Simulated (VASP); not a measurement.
Band structure of Tm (space group P6_3/mmc). Level of theory: PBE GGA, VASP's PBE PAW potentials (set 64) (plane waves; VASP).

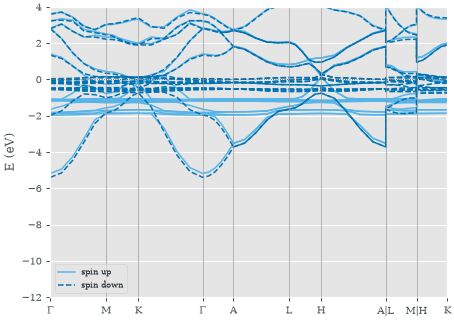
Figure. Bands along high-symmetry lines, zero at the valence-band maximum or, without a gap, the Fermi level

**Question.** Read the plot: is there a gap, and where are the band edges?

**Answer.** It has no gap at this level: it comes out as a metal or semimetal.

The structure is a typed Tm crystal (P6_3/mmc). The cell was not relaxed at this level.
